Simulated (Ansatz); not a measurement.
The calculation's input:

```
crystal:
  periodic: [false, false, false]
  atoms:
    - {symbol: Ca, position_ang: [-0.645537, 2.087245, 0.669160]}
    - {symbol: Ca, position_ang: [2.241299, -0.257044, 0.364131]}
    - {symbol: Ca, position_ang: [-0.444698, -0.257692, -2.226518]}
    - {symbol: Ca, position_ang: [-1.151075, -1.572509, 1.193217]}
basis:
  gaussian: {orbitals: def2-TZVP, initial_orbitals: start.molden}
hamiltonian: {xc: pbe0}
scf: {omitted_lower_state_checks: [starts]}
output: {orbitals: {seedname: orbitals}}
```

Command:

```sh
ansatz run in.yaml --threads 4 --pin off --events-out ev --progress --plain --max-ram 3916MiB
```

Geometry: r2SCAN/def2-TZVP.

The calculation used Ansatz 0.2.0, RKS PBE0/def2-TZVP.

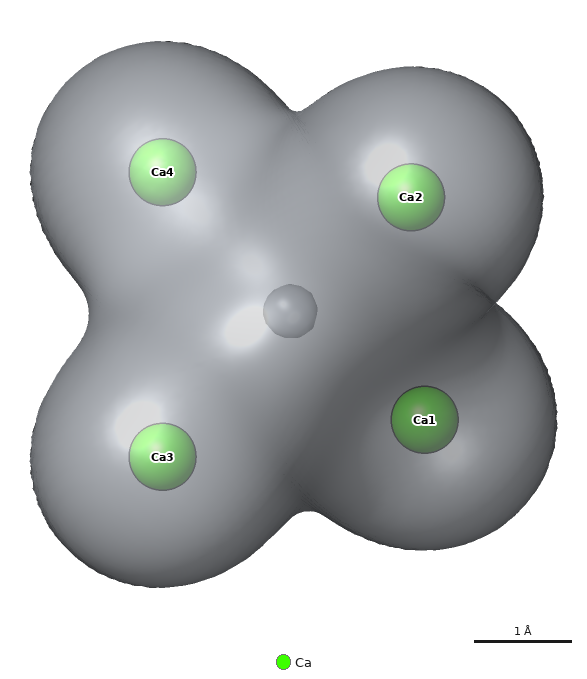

Ca···Ca···Ca···Ca. Isosurface of the total electron density at 0.06 e/Å³ (grey), seen at an oblique angle.

Question: What does this surface tell about the bonding?

Answer: At this value the surface is in one piece. It bridges the sampled Ca···Ca (3.73 Å) and Ca–Ca (3.73 Å) contacts, where the density stays above the isovalue. On the grid the lowest density along these lines, outside the cores, is 0.08 e/Å³ (Ca···Ca, 3.73 Å) and 0.08 e/Å³ (Ca–Ca, 3.73 Å).
